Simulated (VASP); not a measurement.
```
GdN
1.0
    0.00000     2.48554     2.48554
    2.48554     0.00000     2.48554
    2.48554     2.48554     0.00000
Gd N
1 1
Direct
  0.00000   0.00000   0.00000
  0.50000   0.50000   0.50000
```

All values below come from optB88-vdW, VASP's PBE PAW potentials (set 64) (plane waves; VASP). Numerical set-up: 520 eV cut-off, 10×10×10 Γ-centred mesh, tetrahedra with Blöchl corrections, potentials Gd_3 N.

The 4f electrons are frozen in the core of the lanthanide potential, so 4f levels, which can set the real gap, and their magnetism are missing.

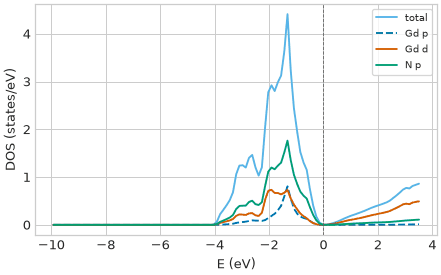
Fig. 1. Total and projected density of states, zero at the valence-band maximum

Within 2 eV below the valence-band maximum the largest weight inside VASP's projection spheres is N p, then Gd d.

The gap is indirect, 0.01 eV, from the valence maximum at Γ to the conduction minimum at X.

The compound is GdN in the rock salt structure. It was relaxed first.
